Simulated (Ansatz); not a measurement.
Given this structure, coordinates from a relaxation with DFT PBEsol, scalar-relativistic, plane waves, PAW in Ansatz 0.2.0; the starting structure was generated, so it need not be a known form of this composition, written in its standard cell:

```cif
data_structure
_symmetry_space_group_name_H-M 'P6/mmm'
_symmetry_Int_Tables_number 191
_cell_length_a 4.4068
_cell_length_b 4.4068
_cell_length_c 3.5953
_cell_angle_alpha 90.000
_cell_angle_beta 90.000
_cell_angle_gamma 120.000
_cell_volume 60.47
loop_
_atom_site_label
_atom_site_type_symbol
_atom_site_symmetry_multiplicity
_atom_site_Wyckoff_symbol
_atom_site_fract_x
_atom_site_fract_y
_atom_site_fract_z
_atom_site_occupancy
Be1 Be 2 c 0.33333 0.66667 0.00000 1
Be2 Be 3 g 0.50000 0.00000 0.50000 1
Ge1 Ge 1 a 0.00000 0.00000 0.00000 1
```

What does the kinematic electron diffraction pattern along [102] look like at 200 kV (B = 0.5 Å²)?

Answer. The spots form a rectangular net whose two shortest vectors correspond to d = 3.82 Å and 1.88 Å, 90.0° apart. They are 0 -1 0 and -2 1 1. The pattern has symmetry 2mm. Reflections such as 2 -2 -1, 2 0 -1 are allowed but too weak to see at this display level.

Strongest reflections with d > 0.80 Å, one of each family (|F|² from tabulated Gaussian fits of the electron scattering factors, times a small damping for the curvature of the Ewald sphere):

```json
{"hkl": "2 -1 -1", "d (Å)": "1.879", "I (strongest = 100)": "100"}
{"hkl": "0 2 0", "d (Å)": "1.908", "I (strongest = 100)": "76"}
{"hkl": "4 -2 -2", "d (Å)": "0.939", "I (strongest = 100)": "19"}
{"hkl": "0 3 0", "d (Å)": "1.272", "I (strongest = 100)": "19"}
{"hkl": "2 1 -1", "d (Å)": "1.339", "I (strongest = 100)": "15"}
{"hkl": "0 4 0", "d (Å)": "0.954", "I (strongest = 100)": "11"}
```

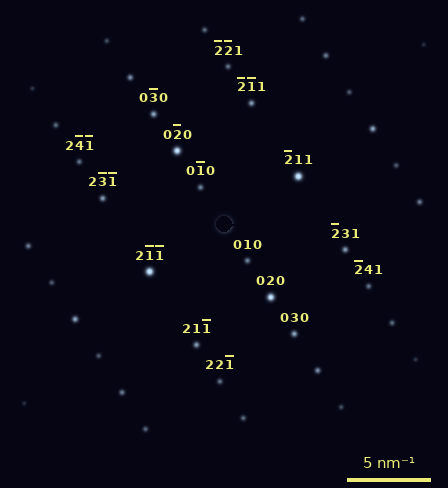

Calculated pattern, seen from the source side with [102] pointing towards the source.
